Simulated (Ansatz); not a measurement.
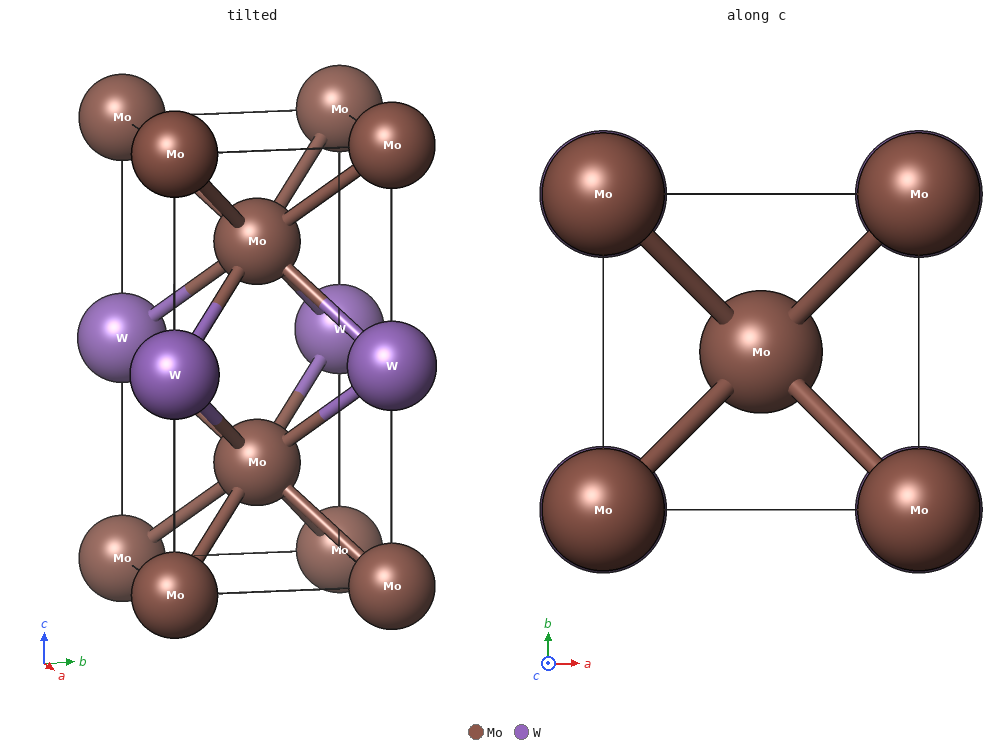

The crystal in a ball-and-stick representation, seen slightly off an axis and along the c axis. The conventional unit cell is outlined; an atom on or near a face, edge or corner is repeated at each equivalent position.

Mo3W, space group P4/mmm (No. 123), a = 3.166 Å, b = 3.166 Å, c = 6.337 Å, α = 90.00°, β = 90.00°, γ = 90.00°. Provenance: a structure type filled with these elements by a generator (whether the compound takes this form wasn't checked). Earlier steps of the study may have refined or changed the cell and positions. It was the input of a calculation with Ansatz.

This one geometry was computed with Ansatz (DFT, plane waves, PAW) at three levels of theory: PBE with spin-orbit coupling, PBE and r2SCAN.

**Which level gives the highest pressure at this volume, and what does that say about its equilibrium volume?**

Highest: PBE with spin-orbit coupling (0.1 GPa) and PBE (0.0 GPa), which points to the largest equilibrium volume. Lowest, with the smallest volume: r2SCAN (-3.0 GPa). Levels within 0.5 GPa of each other can't be told apart.

**How does the band gap change with the level of theory?**

All levels give a metal.

**Collect the results in a table.**

| level | cutoff (eV) | k-mesh of the run's cell | gap (eV) | pressure (GPa) |
| --- | --- | --- | --- | --- |
| PBE with spin-orbit coupling | 420 | 14×14×8 | metal | 0.1 |
| PBE | 420 | 14×14×8 | metal | 0.0 |
| r2SCAN | 500 | 14×14×8 | metal | -3.0 |

Gaps are taken on the k-mesh or band path of each run.
